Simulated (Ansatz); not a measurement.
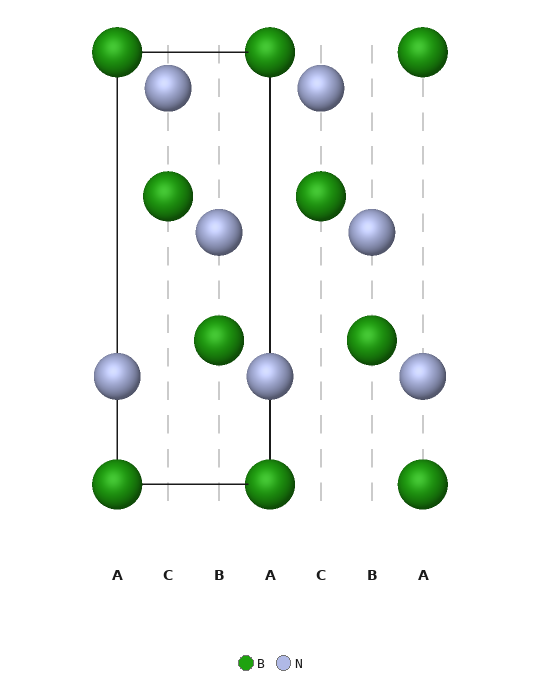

Projection along an edge of the hexagonal mesh, stacking direction [111] upwards. The dashed lines mark the three columns A (0, 0), B (1/3, 2/3) and C (2/3, 1/3). The box is the hexagonal cell of the face-centred cubic lattice. The sequence starts with the first layer at or above the cell's origin.

System BN; source of the atomic positions: the input geometry of an electronic-structure calculation (not necessarily at equilibrium); the starting structure was generated, so it need not be a known form of this composition.

> List the layers of one repeat.

B(A) – N(A) – B(B) – N(B) – B(C) – N(C) (six layers in 6.25 Å).

> How are the N layers alone stacked?

N layers alone: ABC, the cubic close-packed type.

> Which positions between or in the N layers do the other atoms fill?

B: three tetrahedral sites, counted in one hexagonal cell.

> What short polytype symbol fits?

Polytype symbol 3C, the symbol of a tetrahedral polytype (number of double layers in the repeat and lattice).
